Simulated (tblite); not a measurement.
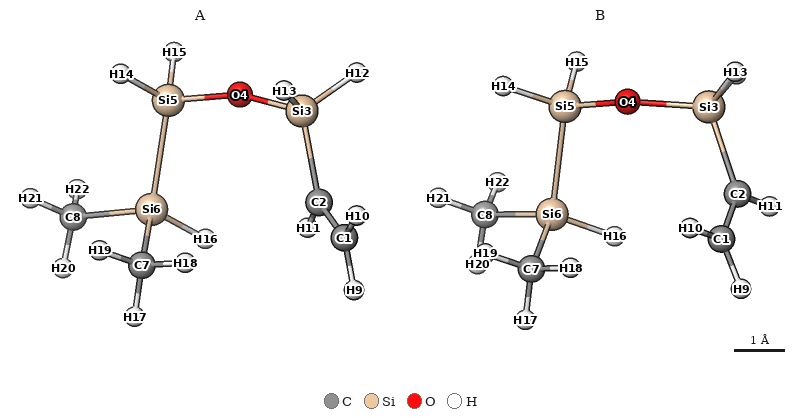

Two geometries of C4H14OSi3, drawn at one scale. One is the start of a relaxation, the other its converged end. Style: ball-and-stick. Shown at a tilt.

Method: GFN2-xTB geometry optimisation, gas phase in tblite 0.8.0. 

Q: Which of the two is the end point?

A: Structure A is the relaxed one. The atom that moves furthest after the best rigid fit is H10 (1.41 Å). Largest moves by element: H 1.41 Å, O 0.77 Å, C 0.51 Å, Si 0.42 Å. Some distances before and after: Si6–C7 1.857 → 1.911 Å, Si3–H13 1.497 → 1.463 Å, C2–Si3 1.853 → 1.885 Å, Si3–O4 1.647 → 1.617 Å. Among the angles between lasting bonds that change: Si3–O4–Si5 139.4° → 160.8°, Si6–Si5–H15 109.6° → 116.8°, O4–Si5–H15 109.7° → 102.6°. Groups turn about Si3–O4 by about 125°, O4–Si5 by about 110°, C2–Si3 by about 90°. The energy falls by 0.353 eV in 239 geometry steps. The run took 3.9 s on 1 thread of Intel(R) Xeon(R) Processor @ 2.70GHz, on a shared host.
